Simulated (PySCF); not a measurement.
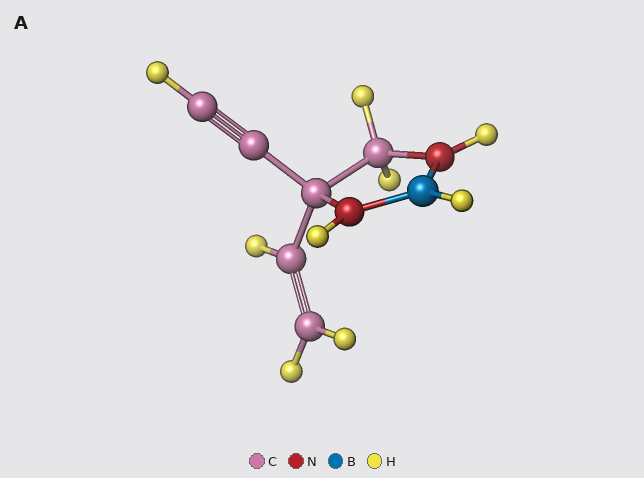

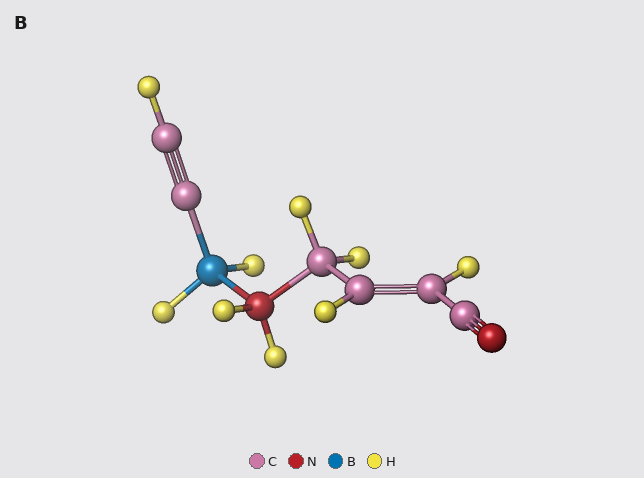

2 stationary structures of one formula. Geometries: GFN2-xTB. Electronic energies: PBE0/pcSseg-1 (PySCF 2.14.0), without zero-point energy. No frequency run is at hand to confirm each as a minimum. Each is one conformer, not always the lowest.

Rank them by energy, lowest first.

Answer. A is lowest; B lies 168.5 kJ/mol above it. A is `C#C[C@@]1(C=C)CNBN1`, B is `C#C[BH2-][NH2+]C/C=C/C#N`.

The geometry is semi-empirical. Around B such bond lengths and angles can be off by a tenth of an ångström or more and by several degrees, and values that hang on the shape move with them.
